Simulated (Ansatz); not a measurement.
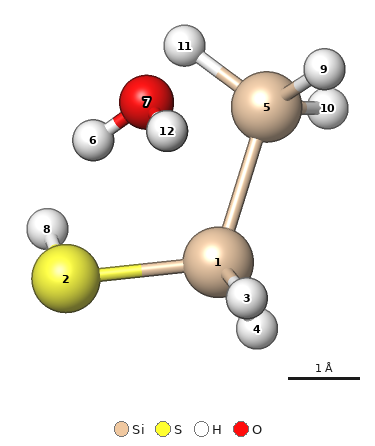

Fig. 1: The structure as given in the input (ball-and-stick view, seen at a tilt; atoms are numbered from 1 in the order of the input). Bond lengths as drawn: H–O 0.97 Å, H–S 1.35 Å, H–Si 1.49 to 1.50 Å, Si–Si 2.34 Å and S–Si 2.17 Å.

# Run report: Si2H8SO, nudged elastic band (part 1 of 2)

- system: Si2H8SO
- method: RKS PBE0-D4/6-31G* (Ansatz 0.2.0)

One setting was made poor on purpose. It belongs to a series of runs on one base structure; here: band between the two ends. Figures and captions count atoms from 1; the log counts them from 0 in places.

### What the program printed
```
Engine: ansatz 0.2.0, aarch64-unknown-linux-gnu
Functional definition: PBE0
  parameter a = 0.25
  parameter kappa = 0.804
  parameter beta = 0.06672455060314922
  exchange = (1 - a)*pbe_x(kappa = kappa, mu = beta*pi^2/3) + a*exact_x
  correlation = pbe_c(beta = beta)
928 factors; integrals over basis functions are off by at most 6.8e-4 eV
mean field evaluation 1: about -28750.6583 eV, gradient 4.3e1 eV
mean field evaluation 2: about -28747.4183 eV, gradient 6.1e1 eV
mean field evaluation 4: about -28753.9595 eV, gradient 1.2e0 eV
mean field evaluation 8: about -28753.9827 eV, gradient 1.3e-2 eV
mean field -28753.98273191 eV, -1056.6893752483 hartree, gradient 8.4e-5 eV, S^2 0.000000; 0 other end points of the search recorded, 0 dependent functions left out
the calculation of the forces begins
reference -28753.98276161 eV, -1056.6893763396 hartree; 30, 30 occupied and 58, 58 virtual orbitals, 928 factors
924 factors; integrals over basis functions are off by at most 1.1e-3 eV
mean field evaluation 16: about -28745.7551 eV, gradient 6.8e1 eV
mean field -28754.08771009 eV, -1056.6932331251 hartree, gradient 6.5e-5 eV, S^2 0.000000; 0 other end points of the search recorded, 0 dependent functions left out
[... from here on the field's lines of each further geometry are left out, up to the last ...]
NEB iter   1: max|band force component| = 2.794e1 eV/Å  barrier→ = 6.0560 eV  barrier← = 6.1323 eV  Δτ_max = 0.1997 Å  (170 SCF iters)
NEB iter   2: max|band force component| = 2.145e1 eV/Å  barrier→ = 2.1891 eV  barrier← = 2.2654 eV  Δτ_max = 0.1967 Å  (136 SCF iters)
NEB iter   3: max|band force component| = 1.473e1 eV/Å  barrier→ = 2.4180 eV  barrier← = 2.4943 eV  Δτ_max = 0.1941 Å  (136 SCF iters)
NEB iter   4: max|band force component| = 1.457e1 eV/Å  barrier→ = 2.1813 eV  barrier← = 2.2576 eV  Δτ_max = 0.1961 Å  (139 SCF iters)
NEB iter   5: max|band force component| = 9.228e0 eV/Å  barrier→ = 1.9021 eV  barrier← = 1.9784 eV  Δτ_max = 0.1986 Å  (138 SCF iters)
NEB iter   6: max|band force component| = 4.558e0 eV/Å  barrier→ = 1.5490 eV  barrier← = 1.6253 eV  Δτ_max = 0.1989 Å  (138 SCF iters)
NEB iter   7: max|band force component| = 1.790e0 eV/Å  barrier→ = 1.1710 eV  barrier← = 1.2473 eV  Δτ_max = 0.2000 Å  (141 SCF iters)
NEB iter   8: max|band force component| = 8.417e-1 eV/Å  barrier→ = 0.9994 eV  barrier← = 1.0757 eV  Δτ_max = 0.2000 Å  (139 SCF iters)
NEB iter   9: max|band force component| = 1.804e0 eV/Å  barrier→ = 0.8072 eV  barrier← = 0.8835 eV  Δτ_max = 0.0996 Å  (138 SCF iters)
NEB iter  10: max|band force component| = 1.265e0 eV/Å  barrier→ = 0.6612 eV  barrier← = 0.7375 eV  Δτ_max = 0.1016 Å  (138 SCF iters)
NEB iter  11: max|band force component| = 5.690e-1 eV/Å  barrier→ = 0.5521 eV  barrier← = 0.6284 eV  CI = image 2  Δτ_max = 0.1956 Å  (133 SCF iters)
NEB iter  12: max|band force component| = 5.171e-1 eV/Å  barrier→ = 0.8303 eV  barrier← = 0.9066 eV  CI = image 2  Δτ_max = 0.1987 Å  (131 SCF iters)
NEB iter  13: max|band force component| = 3.984e-1 eV/Å  barrier→ = 1.0119 eV  barrier← = 1.0882 eV  CI = image 2  Δτ_max = 0.1974 Å  (140 SCF iters)
NEB iter  14: max|band force component| = 8.638e-1 eV/Å  barrier→ = 1.1598 eV  barrier← = 1.2361 eV  CI = image 2  Δτ_max = 0.0993 Å  (138 SCF iters)
NEB iter  15: max|band force component| = 7.488e-1 eV/Å  barrier→ = 1.1487 eV  barrier← = 1.2250 eV  CI = image 2  Δτ_max = 0.1224 Å  (137 SCF iters)
NEB iter  16: max|band force component| = 4.429e-1 eV/Å  barrier→ = 1.1495 eV  barrier← = 1.2258 eV  CI = image 2  Δτ_max = 0.0615 Å  (136 SCF iters)
NEB iter  17: max|band force component| = 3.740e-1 eV/Å  barrier→ = 1.1468 eV  barrier← = 1.2231 eV  CI = image 2  Δτ_max = 0.0809 Å  (137 SCF iters)
NEB iter  18: max|band force component| = 4.357e-1 eV/Å  barrier→ = 1.1338 eV  barrier← = 1.2101 eV  CI = image 2  Δτ_max = 0.0407 Å  (129 SCF iters)
NEB iter  19: max|band force component| = 3.688e-1 eV/Å  barrier→ = 1.1217 eV  barrier← = 1.1980 eV  CI = image 2  Δτ_max = 0.0808 Å  (136 SCF iters)
NEB iter  20: max|band force component| = 2.945e-1 eV/Å  barrier→ = 1.1070 eV  barrier← = 1.1833 eV  CI = image 2  Δτ_max = 0.1619 Å  (129 SCF iters)
NEB iter  21: max|band force component| = 2.480e-1 eV/Å  barrier→ = 1.1153 eV  barrier← = 1.1916 eV  CI = image 2  Δτ_max = 0.0807 Å  (131 SCF iters)
NEB iter  22: max|band force component| = 2.432e-1 eV/Å  barrier→ = 1.1117 eV  barrier← = 1.1880 eV  CI = image 2  Δτ_max = 0.1618 Å  (136 SCF iters)
NEB iter  23: max|band force component| = 2.551e-1 eV/Å  barrier→ = 1.1079 eV  barrier← = 1.1842 eV  CI = image 2  Δτ_max = 0.0814 Å  (135 SCF iters)
NEB iter  24: max|band force component| = 1.343e-1 eV/Å  barrier→ = 1.1012 eV  barrier← = 1.1775 eV  CI = image 2  Δτ_max = 0.0812 Å  (130 SCF iters)
NEB iter  25: max|band force component| = 8.382e-2 eV/Å  barrier→ = 1.0967 eV  barrier← = 1.1730 eV  CI = image 2  Δτ_max = 0.0812 Å  (127 SCF iters)
NEB iter  26: max|band force component| = 7.843e-2 eV/Å  barrier→ = 1.0927 eV  barrier← = 1.1690 eV  CI = image 2  Δτ_max = 0.0406 Å  (126 SCF iters)
NEB iter  27: max|band force component| = 6.427e-2 eV/Å  barrier→ = 1.0902 eV  barrier← = 1.1665 eV  CI = image 2  Δτ_max = 0.0406 Å  (132 SCF iters)
NEB iter  28: max|band force component| = 6.132e-2 eV/Å  barrier→ = 1.0877 eV  barrier← = 1.1640 eV  CI = image 2  Δτ_max = 0.0406 Å  (133 SCF iters)
NEB iter  29: max|band force component| = 6.150e-2 eV/Å  barrier→ = 1.0852 eV  barrier← = 1.1615 eV  CI = image 2  Δτ_max = 0.0406 Å  (128 SCF iters)
NEB iter  30: max|band force component| = 5.812e-2 eV/Å  barrier→ = 1.0828 eV  barrier← = 1.1591 eV  CI = image 2  Δτ_max = 0.0407 Å  (126 SCF iters)
NEB iter  31: max|band force component| = 8.266e-2 eV/Å  barrier→ = 1.0804 eV  barrier← = 1.1567 eV  CI = image 2  Δτ_max = 0.0203 Å  (132 SCF iters)
NEB iter  32: max|band force component| = 6.252e-2 eV/Å  barrier→ = 1.0793 eV  barrier← = 1.1556 eV  CI = image 2  Δτ_max = 0.0203 Å  (117 SCF iters)
NEB iter  33: max|band force component| = 6.155e-2 eV/Å  barrier→ = 1.0782 eV  barrier← = 1.1545 eV  CI = image 2  Δτ_max = 0.0203 Å  (116 SCF iters)
NEB iter  34: max|band force component| = 6.127e-2 eV/Å  barrier→ = 1.0771 eV  barrier← = 1.1534 eV  CI = image 2  Δτ_max = 0.0203 Å  (114 SCF iters)
NEB iter  35: max|band force component| = 6.050e-2 eV/Å  barrier→ = 1.0760 eV  barrier← = 1.1523 eV  CI = image 2  Δτ_max = 0.0406 Å  (114 SCF iters)
NEB iter  36: max|band force component| = 5.904e-2 eV/Å  barrier→ = 1.0740 eV  barrier← = 1.1503 eV  CI = image 2  Δτ_max = 0.0811 Å  (130 SCF iters)
NEB iter  37: max|band force component| = 5.543e-2 eV/Å  barrier→ = 1.0706 eV  barrier← = 1.1469 eV  CI = image 2  Δτ_max = 0.1620 Å  (126 SCF iters)
NEB iter  38: max|band force component| = 7.245e-2 eV/Å  barrier→ = 1.0685 eV  barrier← = 1.1448 eV  CI = image 2  Δτ_max = 0.0812 Å  (130 SCF iters)
NEB iter  39: max|band force component| = 1.257e-1 eV/Å  barrier→ = 1.0694 eV  barrier← = 1.1457 eV  CI = image 2  Δτ_max = 0.0406 Å  (131 SCF iters)
NEB iter  40: max|band force component| = 1.144e-1 eV/Å  barrier→ = 1.0683 eV  barrier← = 1.1446 eV  CI = image 2  Δτ_max = 0.0406 Å  (134 SCF iters)
NEB iter  41: max|band force component| = 1.031e-1 eV/Å  barrier→ = 1.0688 eV  barrier← = 1.1451 eV  CI = image 2  Δτ_max = 0.0406 Å  (128 SCF iters)
NEB iter  42: max|band force component| = 7.414e-2 eV/Å  barrier→ = 1.0686 eV  barrier← = 1.1449 eV  CI = image 2  Δτ_max = 0.0406 Å  (123 SCF iters)
NEB iter  43: max|band force component| = 4.482e-2 eV/Å  barrier→ = 1.0682 eV  barrier← = 1.1445 eV  CI = image 2  Δτ_max = 0.0406 Å  (116 SCF iters)
NEB iter  44: max|band force component| = 3.314e-2 eV/Å  barrier→ = 1.0680 eV  barrier← = 1.1443 eV  CI = image 2  Δτ_max = 0.0406 Å  (118 SCF iters)
NEB iter  45: max|band force component| = 3.524e-2 eV/Å  barrier→ = 1.0679 eV  barrier← = 1.1442 eV  CI = image 2  Δτ_max = 0.0203 Å  (114 SCF iters)
NEB iter  46: max|band force component| = 3.510e-2 eV/Å  barrier→ = 1.0678 eV  barrier← = 1.1441 eV  CI = image 2  Δτ_max = 0.0101 Å  (107 SCF iters)
the calculation of the forces begins
reference -28754.07611389 eV, -1056.6928069727 hartree; 30, 30 occupied and 58, 58 virtual orbitals, 927 factors
928 factors; integrals over basis functions are off by at most 6.8e-4 eV
mean field -28752.90970668 eV, -1056.6499422982 hartree, gradient 2.1e-5 eV, S^2 0.000000; 1 other end points of the search recorded, 0 dependent functions left out
the calculation of the forces begins
reference -28752.90973626 eV, -1056.6499433854 hartree; 30, 30 occupied and 58, 58 virtual orbitals, 928 factors
NEB iter  47: max|band force component| = 2.182e-2 eV/Å  barrier→ = 1.0678 eV  barrier← = 1.1441 eV  CI = image 2  Δτ_max = 0.0000 Å  (234 SCF iters)
```

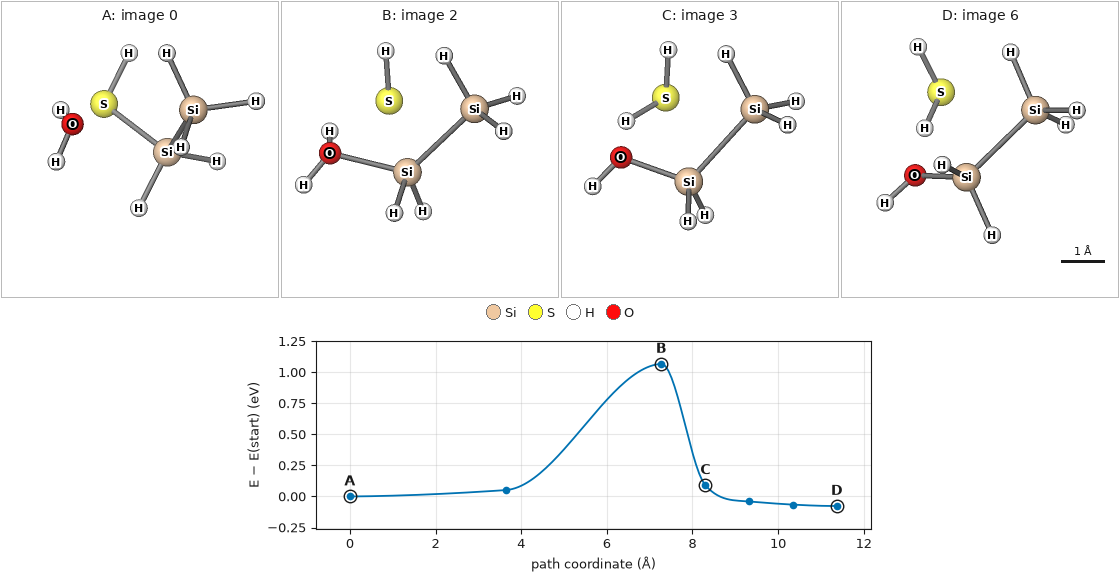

Fig. 2: Images of the last band (counted from 0; ball-and-stick, seen at a tilt) above the energy along the path; the line is a cubic interpolation that uses the forces. The highest image is number 2, 1.068 eV above the start and 1.144 eV above the end (the climbing image); the end lies 0.076 eV below the start. The path is 11.38 Å long. The band converged in 47 iterations.

```
Total energy: -28753.16231296 eV, -1056.6592254078 hartree
Atom 0 at    -0.399546    -0.756945     0.281620 Å, force    -0.003754     0.003088     0.007349 eV/Å
Atom 1 at     1.728213     0.489116     1.168634 Å, force    -0.003295     0.000486    -0.000218 eV/Å
Atom 2 at    -1.227640    -1.779500    -0.467850 Å, force     0.002043     0.003803     0.000360 eV/Å
Atom 3 at    -0.485666    -1.246215     1.681761 Å, force     0.000192    -0.000652    -0.001915 eV/Å
Atom 4 at    -1.288153     1.325905    -0.260635 Å, force     0.004581    -0.001592    -0.005225 eV/Å
Atom 5 at     1.836107    -0.950701    -0.043127 Å, force    -0.024156    -0.019200    -0.020969 eV/Å
Atom 6 at     1.095349    -1.420237    -0.644412 Å, force     0.023328     0.021588     0.015870 eV/Å
Atom 7 at     1.966760     1.375829     0.180954 Å, force     0.000482    -0.000102    -0.000293 eV/Å
Atom 8 at    -0.418176     1.932797    -1.309468 Å, force    -0.003077     0.000043     0.002413 eV/Å
Atom 9 at    -2.672080     1.218788    -0.812682 Å, force    -0.000988     0.000151    -0.000187 eV/Å
Atom 10 at    -1.292853     2.200543     0.940819 Å, force     0.000606    -0.000897     0.001260 eV/Å
Atom 11 at     1.157685    -2.389380    -0.715712 Å, force     0.004038    -0.006717     0.001554 eV/Å
Dipole moment:    -0.033002    -0.611758    -0.506474 e Å
this run last wrote the band of iteration 47 to [file]
```

### The last band as extended XYZ (Å, eV, eV/Å)
```
12
Properties=species:S:1:pos:R:3:forces:R:3 image=0 energy=-28754.23012
Si   -0.5365   -0.7164    0.9644   -0.0202  -0.0096   0.0018
S     1.4882   -0.5831    1.7461    0.0121   0.0065  -0.0065
H    -0.5456   -2.0645    0.3313   -0.0013   0.0034   0.0057
H    -1.4857   -0.7597    2.1160    0.0000   0.0002  -0.0049
Si   -1.0670    1.0080   -0.5314    0.0046   0.0021   0.0026
H     1.8487   -0.3530   -0.7732    0.0199   0.0151   0.0235
O     1.2850   -0.2806   -1.5598   -0.0062  -0.0211  -0.0133
H     1.4538    0.7268    2.0588    0.0026  -0.0044   0.0035
H    -1.4235    0.4896   -1.8769    0.0017  -0.0021   0.0007
H    -2.2758    1.7054    0.0125   -0.0023  -0.0003  -0.0024
H     0.0276    2.0115   -0.5906   -0.0013   0.0033  -0.0002
H     1.2308   -1.1840   -1.8973   -0.0096   0.0069  -0.0104
12
Properties=species:S:1:pos:R:3:forces:R:3 image=1 energy=-28754.17858
Si   -0.4763   -0.4370    1.1000    0.0003   0.0040   0.0131
S     1.4553    0.0889    1.8735   -0.0026  -0.0046   0.0094
H    -0.4903   -1.7690    0.4213    0.0102   0.0004   0.0134
H    -1.3393   -0.5576    2.3081   -0.0131   0.0110   0.0097
Si   -1.3193    1.2240   -0.3113   -0.0014  -0.0019  -0.0018
H     1.8005   -1.7653   -0.9266   -0.0009  -0.0120  -0.0133
O     1.7666   -0.8647   -1.2744    0.0115   0.0091  -0.0076
H     2.0166    0.1907    0.6499    0.0005  -0.0169   0.0068
H    -0.4163    1.4203   -1.4823   -0.0004  -0.0081  -0.0026
H    -2.6734    0.8602   -0.8245   -0.0002  -0.0055  -0.0006
H    -1.4195    2.5097    0.4331   -0.0022   0.0041  -0.0076
H     1.0952   -0.9002   -1.9670   -0.0017   0.0204  -0.0189
```
